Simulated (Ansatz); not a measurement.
## Electronic structure of CH4Cu (charge +1) in real space

Input file:

```
crystal:
  periodic: [false, false, false]
  atoms:
    - {symbol: Cu, position_ang: [0.173849, -0.645450, -1.696742]}
    - {symbol: C, position_ang: [-0.034194, 0.125800, 0.315760]}
    - {symbol: H, position_ang: [-0.897532, -0.406720, -0.156873]}
    - {symbol: H, position_ang: [-0.361642, 1.147746, 0.493713]}
    - {symbol: H, position_ang: [0.958864, 0.194824, -0.195497]}
    - {symbol: H, position_ang: [0.160654, -0.416199, 1.239539]}
basis:
  gaussian: {orbitals: "def2-TZVPPD.json"}
total_charge: 1
hamiltonian: {xc: pbe0, dispersion: d4}
output: {orbitals: {seedname: orbitals}}
```

Run with:

```sh
ansatz run in.yaml --threads 2 --pin off --events-out ev --progress --plain --max-ram 5222MiB
```

Geometry: PBE0-D4/def2-TZVP.

These are results of Ansatz 0.2.0, RKS PBE0-D4/def2-TZVPPD, not measurements.

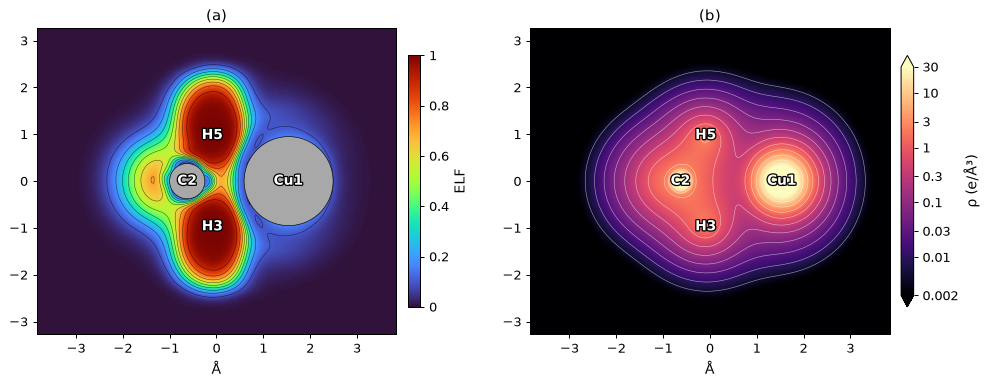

Figure 1. (a) electron localisation function; (b) total electron density on the plane of atoms Cu1, C2 and H5. Grey discs cover the atomic cores in the ELF map.

**Describe what can be read from this map.**

Atoms in the plane: Cu, C and H. C–Cu (2.17 Å): ρ is about 0.44 e/Å³ halfway; the ELF peaks at about 0.70 in the valence shell of C, 0.7 Å from its nucleus, and is about 0.20 at the midpoint. Cu–H (1.89 Å): the density is about 0.45 e/Å³ at the midpoint; the ELF climbs to about 1 towards the hydrogen.

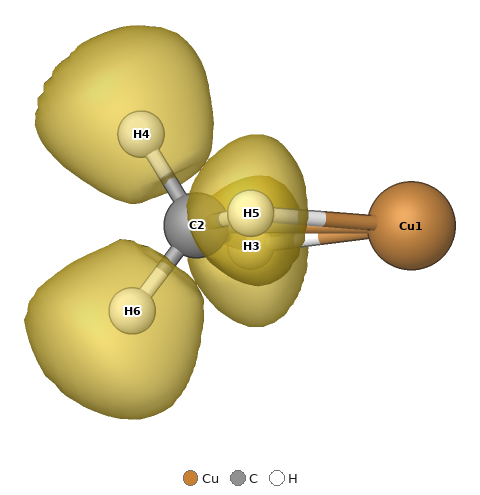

Figure 2. Isosurface of the electron localisation function at 0.8 (yellow), seen from one side. Core shells and regions of very low density are left out.

**Identify the bonds, lone pairs and shells in this picture.**

At this value the surface marks out four regions around hydrogen nuclei.


 C–H (1.09 Å): the ELF climbs to about 1 towards the hydrogen (an ordinary covalent bond to hydrogen).

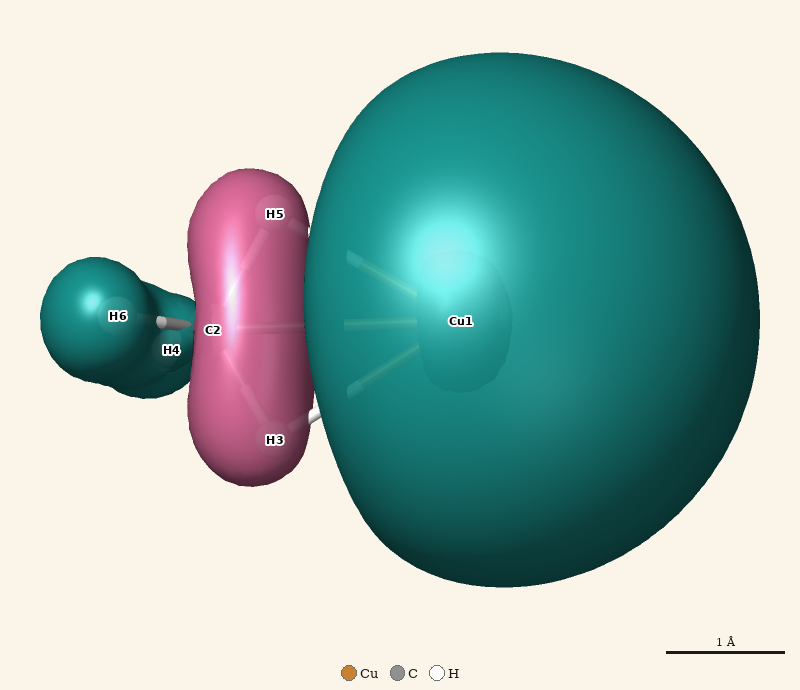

Figure 3. The LUMO at ±0.06 Å⁻³ᐟ² (teal and pink are the two phases), seen at a tilt.

**Where does this orbital lie, and at what energy?**

By Hirshfeld shares it lies mainly on Cu1 (about 90 %). Its energy is −8.40 eV.
